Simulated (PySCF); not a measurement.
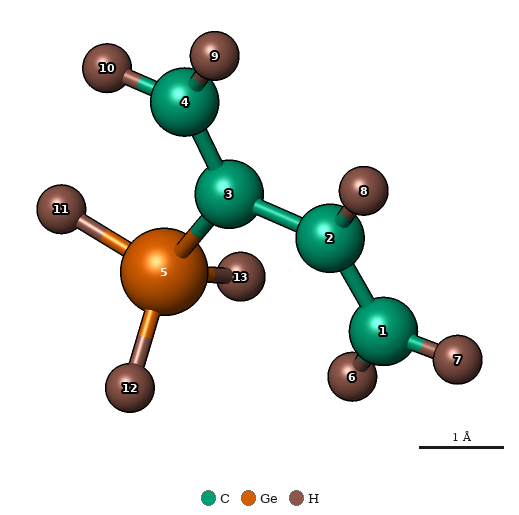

The structure as given in the input (ball-and-stick view, seen at a tilt; atoms are numbered from 1 in the order of the input). Sticks mark near contacts. Bond lengths as drawn: C–C 1.33 to 1.46 Å, C–Ge 1.95 Å, C–H 1.06 to 1.11 Å and Ge–H 1.49 to 1.51 Å.

# Run report: C4H8Ge, geometry relaxation

The run: geometry relaxation of C4H8Ge. Method and program: PBE0-D3(BJ)/def2-SVP geometry optimisation, gas phase (PySCF 2.14.0).

The program's output
```
step   0  E = -2233.35696850  max force = 0.048589
step   1  E = -2233.36202099  max force = 0.006545
step   2  E = -2233.36238779  max force = 0.001831
step   3  E = -2233.36234305  max force = 0.002370
step   4  E = -2233.36246825  max force = 0.000855
step   5  E = -2233.36247302  max force = 0.000850
step   6  E = -2233.36249036  max force = 0.000152
step   7  E = -2233.36249677  max force = 0.000143
optimisation converged
```

Trajectory as extended XYZ (Å, eV, eV/Å), 8 frames, from step=0 to step=7
```
13
Properties=species:S:1:pos:R:3:forces:R:3 step=0 energy=-60772.73859
C     1.7079   -0.8576   -0.7510   -1.0945   0.8787   0.5299
C     1.3062    0.1305    0.0698    0.3558  -0.3986  -0.3062
C    -0.0917    0.4476    0.3710    1.0390  -0.4224  -0.4035
C    -0.3377    1.4415    1.2196   -2.4985   0.1948   0.3338
Ge   -1.5204   -0.5910   -0.4577    0.0811   0.5717   0.4379
H     0.9567   -1.4496   -1.2596   -0.1027  -0.4153  -0.2556
H     2.7332   -1.0425   -0.9621    1.0591  -0.2557  -0.1884
H     2.0738    0.7533    0.5604   -0.1945  -0.0825  -0.0356
H     0.3893    2.0414    1.7223    0.9488   0.4092   0.2973
H    -1.3954    1.6848    1.4736    0.5996  -0.0092  -0.0862
H    -2.8375   -0.0596    0.0470   -0.4993   0.2753   0.2600
H    -1.4437   -2.0379   -0.0932    0.1629  -0.8351   0.2204
H    -1.5348   -0.4778   -1.9504    0.1433   0.0891  -0.8038
13
Properties=species:S:1:pos:R:3:forces:R:3 step=1 energy=-60772.87608
C     1.6282   -0.8749   -1.1374    0.2567  -0.1881  -0.1549
C     1.2584    0.0325   -0.2281   -0.0755   0.1803   0.0613
C    -0.1185    0.4113    0.0834   -0.1724  -0.0652   0.0647
C    -0.3918    1.4053    0.9479    0.3366   0.2022  -0.0652
Ge   -1.6143   -0.5516   -0.7352   -0.0359  -0.1534  -0.0966
H     0.8999   -1.4485   -1.7206    0.0091   0.0313   0.0026
H     2.6873   -1.0775   -1.3436   -0.1818   0.0091   0.0689
H     2.0366    0.5745    0.3253    0.0079   0.0108  -0.0047
H     0.4164    1.9742    1.4358   -0.0987  -0.1279  -0.0482
H    -1.4068    1.7373    1.1642   -0.1544  -0.0524   0.0753
H    -2.9368    0.0283   -0.1777    0.1536  -0.0443  -0.0505
H    -1.5152   -2.0624   -0.3815   -0.0464   0.2163  -0.0720
H    -1.6025   -0.4128   -2.2830    0.0011  -0.0184   0.2192
13
Properties=species:S:1:pos:R:3:forces:R:3 step=2 energy=-60772.88606
C     1.6502   -0.8767   -1.1326   -0.0767  -0.0216   0.0184
C     1.2474    0.0440   -0.2460    0.0942   0.0182  -0.0331
C    -0.1325    0.4107    0.0680    0.0147  -0.0338  -0.0062
C    -0.3838    1.4065    0.9364   -0.0499   0.0460   0.0523
Ge   -1.6303   -0.5520   -0.7391    0.0330  -0.0211  -0.0134
H     0.9404   -1.4640   -1.7236   -0.0108  -0.0067  -0.0030
H     2.7107   -1.0794   -1.3004   -0.0140   0.0197   0.0077
H     2.0143    0.6004    0.3093    0.0089   0.0067   0.0013
H     0.4342    1.9575    1.4185   -0.0122  -0.0164  -0.0178
H    -1.3996    1.7139    1.2025    0.0095  -0.0164  -0.0139
H    -2.9339    0.0358   -0.1740   -0.0055   0.0135   0.0107
H    -1.5471   -2.0520   -0.3961   -0.0059   0.0062  -0.0054
H    -1.6293   -0.4093   -2.2733    0.0148   0.0057   0.0023
13
Properties=species:S:1:pos:R:3:forces:R:3 step=3 energy=-60772.88484
C     1.6154   -0.8818   -1.1289    0.0873   0.0383   0.0639
C     1.2621    0.0614   -0.2444   -0.1219  -0.0862  -0.0940
C    -0.1186    0.4205    0.0749    0.0081   0.0778   0.0682
C    -0.3933    1.4117    0.9421   -0.0539  -0.0449   0.0477
Ge   -1.5987   -0.5543   -0.7443   -0.0007   0.0336   0.0162
H     0.8744   -1.4603   -1.6899    0.0114   0.0048   0.0102
H     2.6639   -1.1119   -1.3225    0.0579  -0.0124  -0.0306
H     2.0442    0.6162    0.2917   -0.0156  -0.0130  -0.0262
H     0.4115    1.9714    1.4321    0.0250   0.0376   0.0103
H    -1.4178    1.6916    1.2086    0.0492   0.0035  -0.0322
H    -2.9064    0.0251   -0.1865   -0.0490   0.0215   0.0215
H    -1.5118   -2.0514   -0.4099   -0.0016  -0.0686   0.0155
H    -1.5840   -0.4028   -2.2734    0.0039   0.0081  -0.0704
13
Properties=species:S:1:pos:R:3:forces:R:3 step=4 energy=-60772.88825
C     1.6352   -0.8855   -1.1296   -0.0305  -0.0010   0.0118
C     1.2545    0.0521   -0.2514    0.0069   0.0440   0.0305
C    -0.1238    0.4159    0.0757   -0.0229  -0.0318  -0.0124
C    -0.3930    1.4071    0.9449    0.0325  -0.0187   0.0000
Ge   -1.6128   -0.5501   -0.7409   -0.0099   0.0050  -0.0082
H     0.9112   -1.4809   -1.6949    0.0003  -0.0006  -0.0027
H     2.6910   -1.0922   -1.3166    0.0095  -0.0001   0.0008
H     2.0309    0.6147    0.2842    0.0064   0.0114  -0.0076
H     0.4140    1.9686    1.4313    0.0117   0.0074   0.0011
H    -1.4150    1.6961    1.2057    0.0034  -0.0045  -0.0046
H    -2.9184    0.0357   -0.1767   -0.0062   0.0007   0.0017
H    -1.5318   -2.0515   -0.4091   -0.0049  -0.0124   0.0009
H    -1.6013   -0.3947   -2.2731    0.0038   0.0005  -0.0113
13
Properties=species:S:1:pos:R:3:forces:R:3 step=5 energy=-60772.88838
C     1.6382   -0.8827   -1.1233    0.0224  -0.0159  -0.0078
C     1.2522    0.0568   -0.2500   -0.0042  -0.0297  -0.0361
C    -0.1289    0.4103    0.0738    0.0377   0.0139   0.0296
C    -0.3859    1.4018    0.9459   -0.0437   0.0159   0.0043
Ge   -1.6208   -0.5527   -0.7449    0.0097   0.0074  -0.0026
H     0.9188   -1.4873   -1.6847   -0.0036   0.0030   0.0016
H     2.6960   -1.0817   -1.3110   -0.0068  -0.0024   0.0017
H     2.0247    0.6291    0.2812   -0.0061   0.0057  -0.0072
H     0.4283    1.9599    1.4252   -0.0075  -0.0109  -0.0054
H    -1.4040    1.6980    1.2118   -0.0144   0.0024   0.0117
H    -2.9266    0.0340   -0.1794    0.0123  -0.0037  -0.0032
H    -1.5433   -2.0566   -0.4168   -0.0020   0.0144  -0.0025
H    -1.6080   -0.3934   -2.2782    0.0063   0.0000   0.0158
13
Properties=species:S:1:pos:R:3:forces:R:3 step=6 energy=-60772.88885
C     1.6360   -0.8852   -1.1243   -0.0012  -0.0035   0.0036
C     1.2536    0.0571   -0.2521    0.0006   0.0009  -0.0073
C    -0.1263    0.4126    0.0758    0.0025  -0.0068   0.0078
C    -0.3902    1.4027    0.9477   -0.0019  -0.0005  -0.0014
Ge   -1.6159   -0.5512   -0.7442    0.0003   0.0064  -0.0046
H     0.9131   -1.4896   -1.6816    0.0011  -0.0006  -0.0010
H     2.6926   -1.0868   -1.3147   -0.0006  -0.0009   0.0009
H     2.0282    0.6298    0.2753   -0.0008   0.0061  -0.0053
H     0.4211    1.9629    1.4289   -0.0026   0.0015   0.0027
H    -1.4104    1.6937    1.2127    0.0000  -0.0022   0.0035
H    -2.9219    0.0343   -0.1796    0.0016  -0.0012  -0.0009
H    -1.5384   -2.0547   -0.4177   -0.0022   0.0013  -0.0001
H    -1.6007   -0.3903   -2.2766    0.0031  -0.0004   0.0020
13
Properties=species:S:1:pos:R:3:forces:R:3 step=7 energy=-60772.88902
C     1.6358   -0.8874   -1.1223   -0.0004   0.0003   0.0044
C     1.2538    0.0602   -0.2555   -0.0006   0.0035  -0.0010
C    -0.1258    0.4125    0.0768    0.0037  -0.0033   0.0019
C    -0.3912    1.4007    0.9505   -0.0057  -0.0073   0.0006
Ge   -1.6146   -0.5499   -0.7458   -0.0015   0.0064  -0.0023
H     0.9132   -1.4991   -1.6719   -0.0008   0.0007   0.0007
H     2.6923   -1.0868   -1.3150    0.0025  -0.0007  -0.0009
H     2.0287    0.6397    0.2641   -0.0001   0.0033  -0.0035
H     0.4178    1.9632    1.4326    0.0035  -0.0006  -0.0005
H    -1.4123    1.6865    1.2178    0.0004   0.0015   0.0018
H    -2.9207    0.0351   -0.1811   -0.0015  -0.0007  -0.0004
H    -1.5393   -2.0541   -0.4231   -0.0010  -0.0027   0.0013
H    -1.5967   -0.3850   -2.2774    0.0016  -0.0005  -0.0019
```

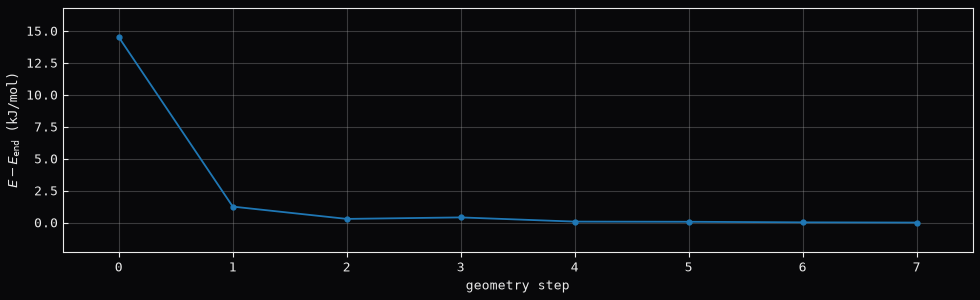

Progress of the relaxation, step by step (steps are counted from 0).

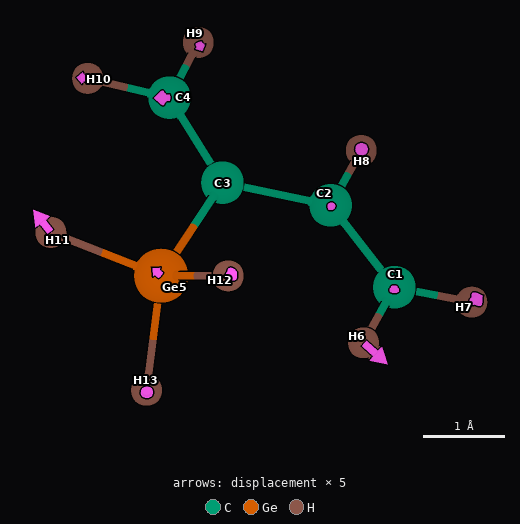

The starting structure with the displacements as pink arrows, magnified 5 times (ball-and-stick view, seen at a tilt). The two geometries are laid on each other by the best rigid fit. Over 7 geometry steps the energy falls by 14.5 kJ/mol. Largest force component: 2.5 eV/Å at the start, 0.0073 eV/Å at the end. The largest move after the best rigid fit is that of H6, 0.088 Å. Largest moves by element: H 0.088 Å, C 0.049 Å, Ge 0.035 Å. Among the contacts that change: Ge5–H12 1.494 → 1.540 Å, Ge5–H13 1.497 → 1.541 Å, Ge5–H11 1.507 → 1.538 Å, C1–H7 1.063 → 1.092 Å. Among the angles that change: C3–C4–H9 126.4° → 121.1°, C3–C4–H10 119.0° → 122.3°, C4–C3–Ge5 122.2° → 119.0°. (Atoms are counted from 1 in the order of the input.)

The run was set up as follows.

Input
```
{"job": {"xc": "PBE0", "basis": "def2-SVP", "d3": "d3bj", "grid": 1, "shake": 0.01, "kind": "geom"}, "charge": 0, "multiplicity": 1}
C      1.707900    -0.857610    -0.751050
C      1.306210     0.130470     0.069800
C     -0.091720     0.447550     0.371050
C     -0.337750     1.441520     1.219570
Ge    -1.520370    -0.590990    -0.457660
H      0.956660    -1.449570    -1.259600
H      2.733200    -1.042450    -0.962140
H      2.073760     0.753290     0.560430
H      0.389330     2.041440     1.722300
H     -1.395380     1.684790     1.473620
H     -2.837550    -0.059620     0.046990
H     -1.443660    -2.037850    -0.093240
H     -1.534820    -0.477850    -1.950410
```

The first line tells a small driver script what to run in PySCF; the rest is the geometry in Å.

Run as:
```bash
OMP_NUM_THREADS=1 python <driver script> task.json out
```

Key numbers

```csv
quantity,value
outcome,converged
total energy,−2233.362497 hartree
dipole moment,0.56 D
point group,Cs
hardware,"1 CPU thread, shared host"
wall time,56 s
peak memory,0.54 GiB
```
